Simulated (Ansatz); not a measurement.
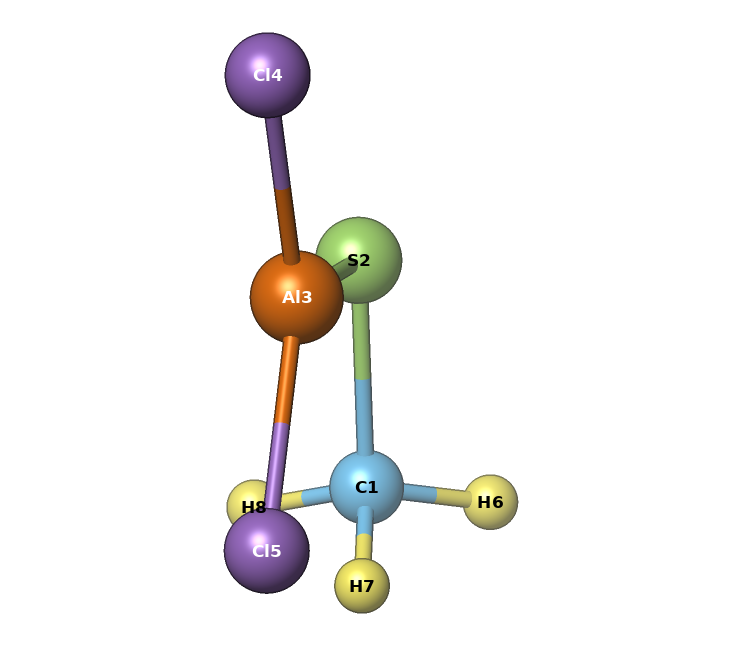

S2 lies behind Al3. The molecule seen a little off the Al3–S2 bond, Al3 in front. Depth is shown by fading: the farther an atom, the more it takes the colour of the background. The computed structure is the end point of a PBE0-D4/def2-TZVP optimisation.

What is the torsion angle Cl4–Al3–S2–C1? The sign is positive where the front bond must turn clockwise to cover the back bond.

Answer. −179°, antiperiplanar (anti).
